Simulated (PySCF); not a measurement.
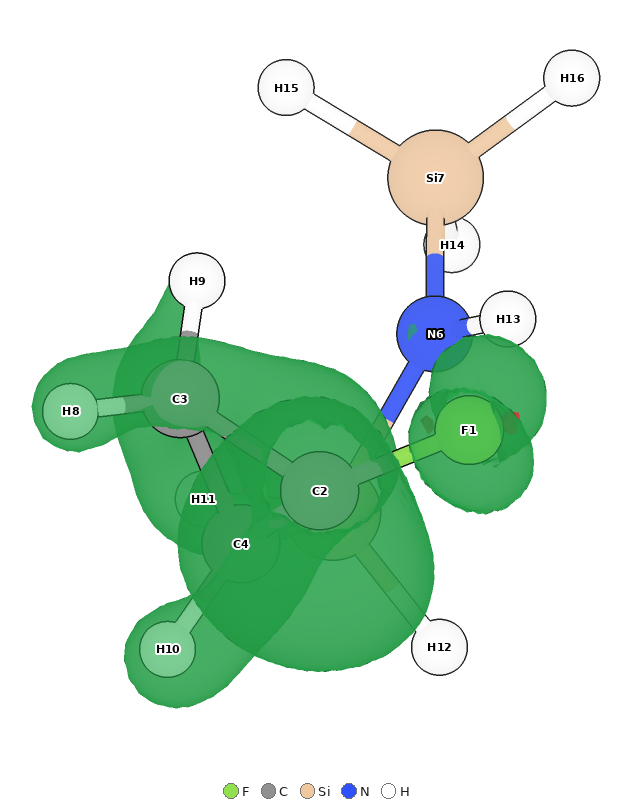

The picture shows: C3H9FNSi2 (SMILES F[C]1C[C@H]1[SiH2]N[SiH3]) (doublet). Isosurfaces of the spin density at +0.015 (green) and −0.015 e/Å³ (red), seen at an oblique angle.

Geometry: GFN2-xTB.

Theory: PySCF, UKS B3LYP, pcH-1 on C F H N Si, non-relativistic, mean-field spin-orbit, GIAO.

```xyz
16

F    -1.3598   -1.8226    1.2577
C    -2.1300   -1.0403    0.4620
C    -2.1214    0.4208    0.5074
C    -1.6663   -0.3655   -0.7411
Si    0.1667   -0.3494   -1.2465
N     1.1294   -0.2911    0.1824
Si    2.4934    0.6991    0.5963
H    -3.0628    0.9482    0.4587
H    -1.3632    0.9289    1.0929
H    -2.3596   -0.3360   -1.5718
H     0.4170    0.8793   -1.9986
H     0.4362   -1.5595   -2.0307
H     0.8648   -0.9613    0.8872
H     3.4185    0.7074   -0.5369
H     2.0494    2.0682    0.8845
H     3.0801    0.0828    1.7851
```

Describe the spin distribution.

The unpaired spin (1 electron) lies mostly on C2 (about 0.7), F1 (about 0.1), C4 (about 0.1) and C3 (about 0.1), in electrons by Hirshfeld's partition.
